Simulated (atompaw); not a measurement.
**Pseudopotential generation for copper: PAW (atompaw), PBE**

Aim: build the potential from the settings below, then test how well it stands in for the atom: scattering, ghost states and the plane-wave cutoff that it needs.

The numbers are computed with atompaw 4.2.0.5 (PBE, scalar-relativistic, spin-unpolarised reference atom).

## (1) Settings

The settings as typed:

| Quantity | Value |
| --- | --- |
| element | copper (Cu, Z = 29) |
| type | PAW |
| frozen core | [Ne] |
| valence charge | 19 |
| reference configuration | 3s2 3p6 3d10 4s1 4p0 |
| partial waves | 3s (bound): rc 1.15 bohr; 4s (bound): rc 1.60 bohr; 3p (bound): rc 0.95 bohr; 4p (bound, empty): rc 1.60 bohr; 3d (bound): rc 1.25 bohr; 3d channel at 2.05 Ry: rc 1.25 bohr |
| local potential | troulliermartins scheme with l = 3 at 0 Ry, radius 1.55 bohr |
| core correction | smooth core density matched at 1.15 bohr |
| augmentation charge | sinc compensation charge, radius 1.50 bohr; PAW radius 1.60 bohr; waves and projectors: custom polynom gramschmidtortho |

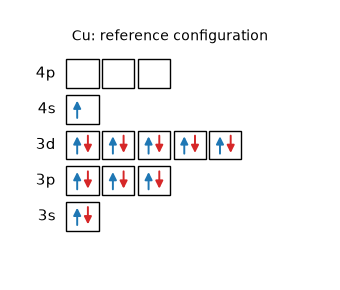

The outer shells as boxes. The arrows follow Hund's rule for the drawing; the calculation itself is spin-unpolarised.

An earlier all-electron run gives the scale for the radii.

All-electron outer shells of the reference configuration (PBE, scalar-relativistic, ld1.x):

```
shell  level (eV)  outermost node (bohr)  outermost maximum (bohr)
   2s    -1062.47                   0.07                      0.20
   2p     -916.98                      –                      0.16
   3s     -114.70                   0.29                      0.61
   3p      -72.14                   0.26                      0.62
   3d       -5.04                      –                      0.60
   4s       -4.61                   0.89                      2.27
   4p       -0.70                   0.97                      3.65
```

## (2) The generation run

Contents of Cu.input:

```
Cu 29
GGA-PBE scalarrelativistic loggrid 1500 logderivrange -10 5 376
4 4 3 0 0 0
4 0 1
4 1 0
0 0 0
c
c
v
v
c
v
v
v
2
1.60 1.50 1.55 1.15
n
n
y
2.05
n
custom polynom gramschmidtortho sinc
3 0 troulliermartins
1.15
1.60
0.95
1.60
1.25
1.25
PWSCFOUT
UPFDX 0.0125d0 UPFXMIN -7.d0 UPFZMESH 29.d0
END
```

Started as:

```console
$ atompaw < Cu.input > Cu.log
```

Q: Predict the outcome of this session. Wanted: cutoffs for 10 and 1 mRy, occupied levels; bound ghosts; largest phase difference near zero energy, channels read; lowest eigenvalue of the overlap; share of valence orbitals outside the PAW sphere; UPF file.

**Answer**, as computed:

```
                                                quantity                                      value
               cutoffs for 10 and 1 mRy, occupied levels                          120 Ry and 180 Ry
                                            bound ghosts                                 none found
largest phase difference near zero energy, channels read                                  0.001 rad
         lowest eigenvalue of the overlap (Bessel basis)                                  0.505 (p)
        share of valence orbitals outside the PAW sphere  3s 1 %, 4s 90 %, 3p 2 %, 4p 98 %, 3d 16 %
                                                UPF file                                    written
```

It counts as hard, with 120 Ry needed at the looser tolerance. No bound ghost shows below the valence levels. Near zero energy the phases of the channels with partial waves agree within 0.001 rad. All of this concerns the isolated atom, not yet a solid.
